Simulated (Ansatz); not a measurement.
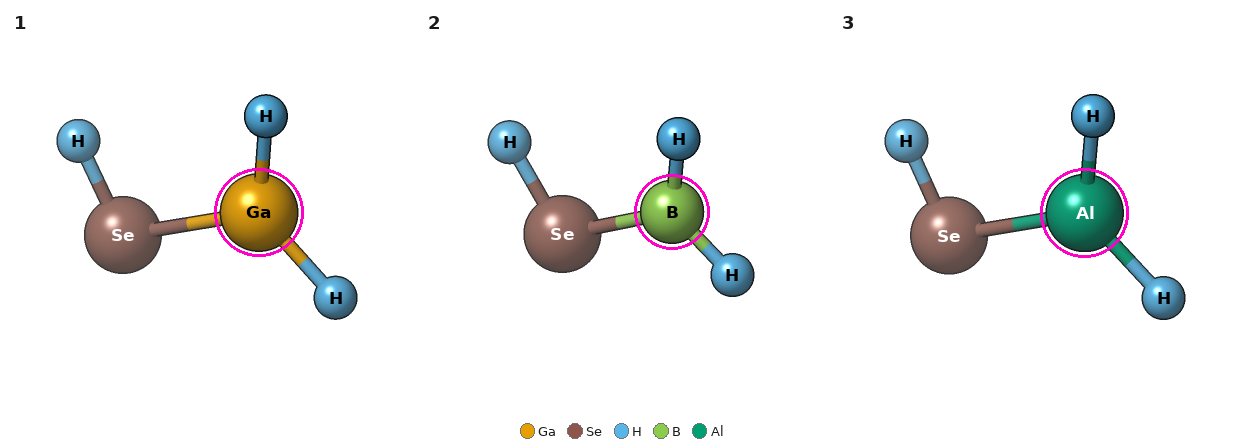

3 molecules with one skeleton, seen from the same side and at one scale; the atom that differs is circled. Charge 0, singlet. Computed geometries: PBE0-D4/def2-TZVP optimisations, one conformation each. Properties computed with Ansatz 0.2.0.

One atom differs, called X below: Ga in panel 1, B in panel 2, Al in panel 3. Their formulas are GaH3Se (`[GaH2][SeH]`), BH3Se (`B[SeH]`), AlH3Se (`[AlH2][SeH]`).

Rank them by the length of X–Se, lowest first (PBE0-D4/def2-TZVP).

Answer. 2 (B), 3 (Al), 1 (Ga).

Rank them by the dipole moment, lowest first (r2SCAN-D4/def2-TZVPP).

Answer. 2 (B), 3 (Al), 1 (Ga).

Give the values. With PBE0-D4/def2-TZVP: mean length of X–H (Å), length of X–Se (Å), angle H–X–H (°). With r2SCAN-D4/def2-TZVPP: dipole moment (D), HOMO energy (Kohn–Sham orbital) (eV), HOMO–LUMO gap (eV), vertical ionisation energy (eV).

| quantity | 1 (Ga) | 2 (B) | 3 (Al) |
| --- | --- | --- | --- |
| mean length of X–H (Å) | 1.560 | 1.190 | 1.580 |
| length of X–Se (Å) | 2.322 | 1.899 | 2.314 |
| angle H–X–H (°) | 126.5 | 123.2 | 124.5 |
| dipole moment (D) | 0.90 | 0.71 | 0.75 |
| HOMO energy (Kohn–Sham orbital) (eV) | −6.54 | −7.12 | −6.64 |
| HOMO–LUMO gap (eV) | 4.45 | 5.04 | 4.71 |
| vertical ionisation energy (eV) | 9.61 | 10.36 | 9.76 |
